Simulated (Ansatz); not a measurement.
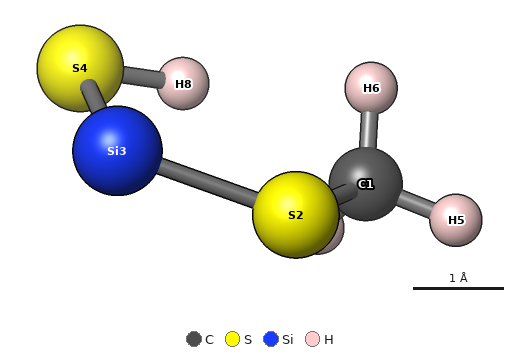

The input geometry of the first run (ball-and-stick view, seen at an oblique angle; atoms are numbered from 1 in the order of the input). Bond lengths as drawn: C–H 1.09 Å, C–S 1.81 Å, H–S 1.34 Å and S–Si 2.13 to 2.15 Å.

## CH$_{4}$S$_{2}$Si: one change and its effect

System: CH$_{4}$S$_{2}$Si, SMILES CS[Si]S.
Method of the first run: RKS PBE0-D4/def2-TZVPP (Ansatz 0.2.0).

The geometry comes from this level: PBE0-D4/def2-TZVP. Text and figures count atoms from 1; the logs count them from 0 in places.

## Input, the first run
```yaml
crystal:
  periodic: [false, false, false]
  atoms:
    - {symbol: C, position_ang: [-0.071825, 1.051234, -0.291173]}
    - {symbol: S, position_ang: [0.162895, 0.625569, 1.450279]}
    - {symbol: Si, position_ang: [0.299000, -1.470823, 1.791123]}
    - {symbol: S, position_ang: [0.104018, -2.397719, -0.136120]}
    - {symbol: H, position_ang: [-0.129783, 2.138178, -0.344514]}
    - {symbol: H, position_ang: [-1.002123, 0.630032, -0.672449]}
    - {symbol: H, position_ang: [0.773390, 0.713965, -0.891268]}
    - {symbol: H, position_ang: [-0.043271, -1.347435, -0.961580]}
basis:
  gaussian: {orbitals: def2-TZVPP}
hamiltonian: {xc: pbe0, dispersion: d4}
output: {orbitals: {seedname: orbitals}}
```

Hardware: 2 CPU threads, shared host.

## Output (the first run)
```
Functional definition: PBE0
  parameter a = 0.25
  parameter kappa = 0.804
  parameter beta = 0.06672455060314922
  exchange = (1 - a)*pbe_x(kappa = kappa, mu = beta*pi^2/3) + a*exact_x
  correlation = pbe_c(beta = beta)
1337 factors; their error is unknown
mean field evaluation 1: about -30636.3234 eV, gradient 4.2e1 eV
mean field evaluation 2: about -30633.3846 eV, gradient 5.2e1 eV
mean field evaluation 4: about -30640.4867 eV, gradient 2.6e0 eV
mean field evaluation 8: about -30640.5043 eV, gradient 5.9e-2 eV
mean field evaluation 16: about -30640.5336 eV, gradient 7.5e-5 eV
mean field -30640.53360239 eV, -1126.0188409882 hartree, gradient 7.5e-5 eV, S^2 0.000000; 0 other end points of the search recorded, 0 dependent functions left out
reference -30640.53362888 eV, -1126.0188419617 hartree; 28, 28 occupied and 185, 185 virtual orbitals, 1337 factors
Total energy: -30640.74331820 eV, -1126.0265479020 hartree
```

The input of the second run differs as follows (lines with − go, lines with + come):
```diff
-  gaussian: {orbitals: def2-TZVPP}
+  gaussian: {orbitals: def2-SVP}
```

Predict how the results change.

The total energy of the second run is 266.5 kcal/mol higher, which measures the change of basis and not a stability. The LUMO goes from −1.97 to −1.91 eV. The basis functions go from 213 to 88.

## Output (the second run)
```
Functional definition: PBE0
  parameter a = 0.25
  parameter kappa = 0.804
  parameter beta = 0.06672455060314922
  exchange = (1 - a)*pbe_x(kappa = kappa, mu = beta*pi^2/3) + a*exact_x
  correlation = pbe_c(beta = beta)
841 factors; integrals over basis functions are off by at most 1.1e-3 eV
mean field evaluation 1: about -30626.1038 eV, gradient 3.3e1 eV
mean field evaluation 2: about -30624.5151 eV, gradient 4.0e1 eV
mean field evaluation 4: about -30628.8698 eV, gradient 1.3e0 eV
mean field evaluation 8: about -30628.9766 eV, gradient 6.4e-2 eV
mean field evaluation 16: about -30628.9766 eV, gradient 3.2e-5 eV
mean field -30628.97662949 eV, -1125.5941300679 hartree, gradient 3.2e-5 eV, S^2 0.000000; 0 other end points of the search recorded, 0 dependent functions left out
reference -30628.97665255 eV, -1125.5941309151 hartree; 28, 28 occupied and 60, 60 virtual orbitals, 841 factors
Total energy: -30629.18634186 eV, -1125.6018368554 hartree
```

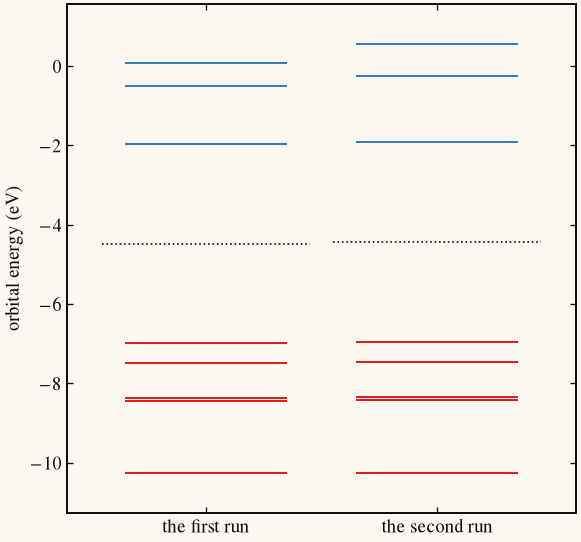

The five highest filled and three lowest empty orbital energies of the two runs; the dotted lines part filled from empty levels. The HOMO–LUMO gap is 5.01 eV in the first run and 5.06 eV in the second run.

## The two runs side by side

| quantity | the first run | the second run |
| --- | --- | --- |
| outcome | converged | converged |
| total energy (hartree) | −1126.026548 | −1125.601837 |
| HOMO (eV) | −6.99 | −6.97 |
| LUMO (eV) | −1.97 | −1.91 |
| basis functions | 213 | 88 |
| wall time (shared host) | 6.5 s | 2.1 s |
